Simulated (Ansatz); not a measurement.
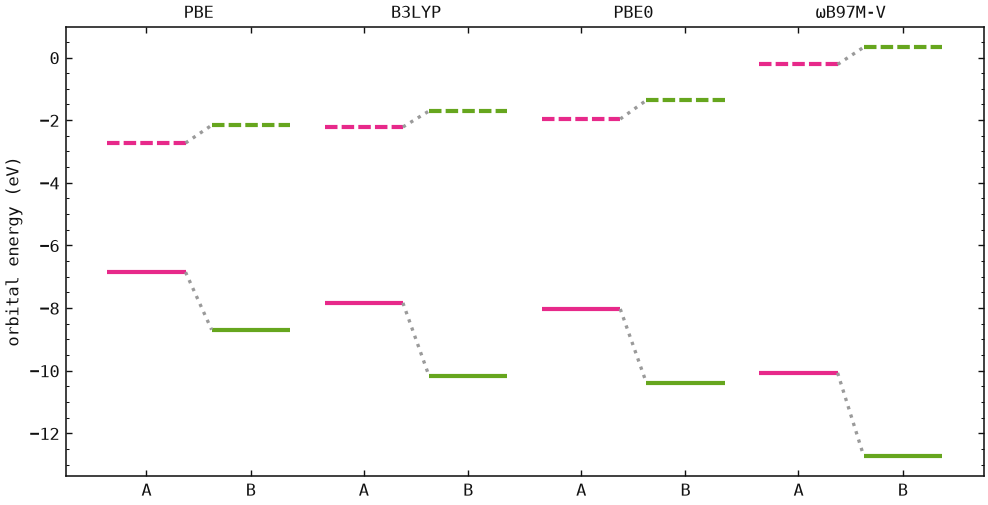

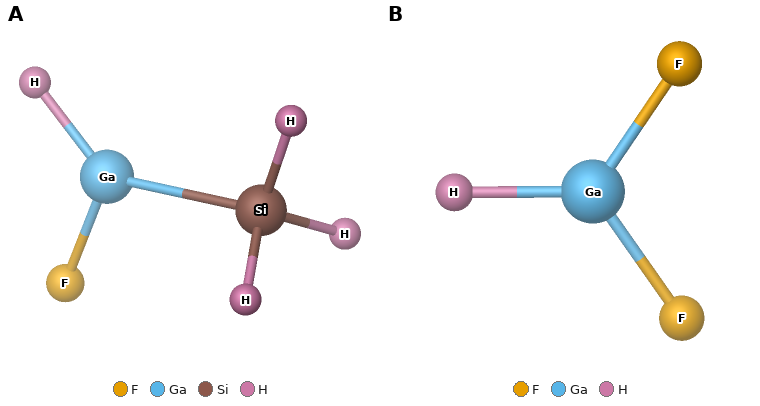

One change: A, GaSiH₄F (SMILES [F][GaH][SiH3]), becomes B, GaHF₂ (SMILES [F][GaH][F]). SiH₃ on Ga is replaced by F. HOMO (solid) and LUMO (dashed) computed in def2-TZVPP at PBE0-D4/def2-TZVP geometries, both minima by their frequencies, gas phase, the Ansatz code. Empty levels above zero depend strongly on the basis.

What does the change do to HOMO and LUMO?

PBE: the HOMO falls by 1.84 eV, the LUMO rises by 0.57 eV, and the separation goes from 4.12 to 6.53 eV. B3LYP: the HOMO falls by 2.33 eV, the LUMO rises by 0.51 eV, and the separation goes from 5.62 to 8.46 eV. PBE0: the HOMO falls by 2.35 eV, the LUMO rises by 0.60 eV, and the separation goes from 6.07 to 9.02 eV. ωB97M-V: the HOMO falls by 2.65 eV, the LUMO rises by 0.55 eV, and the separation goes from 9.85 to 13.05 eV.

Do the functionals agree on the effect?

They agree on the direction for both levels; the HOMO shift lies between −2.65 and −1.84 eV and the LUMO shift between 0.51 and 0.60 eV, while the separations themselves differ by up to 6.5 eV between functionals.
